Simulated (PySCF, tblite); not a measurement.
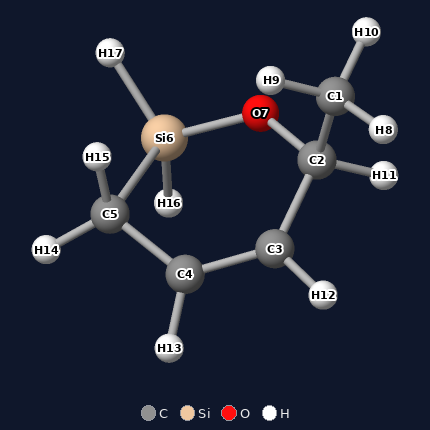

First-order isotropic EPR spectrum (fast tumbling, first derivative) of C₅H₁₀OSi⁺, SMILES C[C@H]1[CH+][CH]C[SiH2]O1, doublet at 9.75 GHz, Lorentzian lines of 0.06 mT full width at half height, from computed g and hyperfine couplings (B3LYP/pcH-1, PySCF 2.14.0, at a GFN2-xTB geometry (a minimum by its frequencies), gas phase); values of one conformer, averaged over methyl-type rotors alone; other conformers aren't averaged in; no vibrational averaging; dilute isotopes left out. The SMILES is one Lewis form and needn't show where the spin sits.

Q: Give g and the hyperfine couplings.

A: g_iso = 2.0035, which centres the spectrum at 347.7 mT; it spans 8.1 mT.

| nuclei | isotope | a (mT) | a (MHz) |
| --- | --- | --- | --- |
| H13 | ¹H | 1.95 | 54.8 |
| H15 | ¹H | 1.94 | 54.3 |
| H17 | ¹H | 1.55 | 43.6 |
| H11 | ¹H | 0.62 | 17.3 |
| H14 | ¹H | −0.39 | −10.9 |
| H12 | ¹H | −0.34 | −9.5 |
| H8, H9, H10 | ¹H | 0.33 | 9.3 |
| H16 | ¹H | 0.29 | 8.0 |

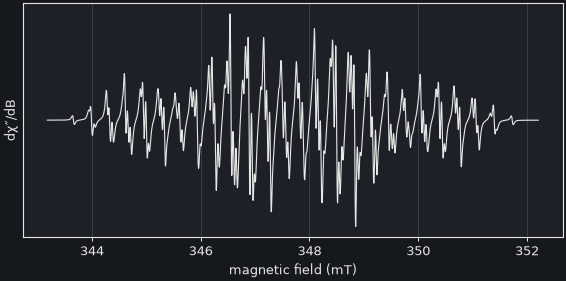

Caveats: the tight-binding geometry is rougher than a DFT one and adds to the error.
